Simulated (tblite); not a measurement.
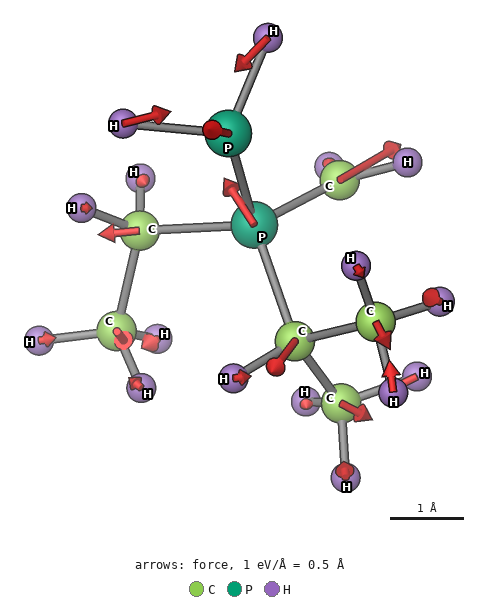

Starting geometry of C₆H₁₆P₂ with the computed forces as red arrows. Style: ball-and-stick. Shown at a tilt.

Theory: tblite 0.8.0, GFN2-xTB geometry optimisation, gas phase. 

Is this structure relaxed? If not, where do the atoms go?

It isn't relaxed: the largest force vector, on a C atom, is 2.87 eV/Å. The final displacements have little in common with the starting forces (cosine between the two patterns 0.22). After 128 geometry steps the energy has fallen by 183.2 kJ/mol. The largest move after the best rigid fit is that of an H atom, 1.44 Å. By element the largest moves are H 1.44 Å, C 0.57 Å, P 0.21 Å. Among the contacts that change: P–P 2.176 → 2.274 Å, H–P 1.479 → 1.392 Å, C–P 1.626 → 1.706 Å, H–P 1.446 → 1.390 Å. Among the angles between lasting bonds that change: P–P–H 109.5° → 88.9°, C–P–P 110.7° → 131.0°, P–P–H 110.8° → 91.2°. Groups turn about C–P by about 40°, C–C by about 35°.
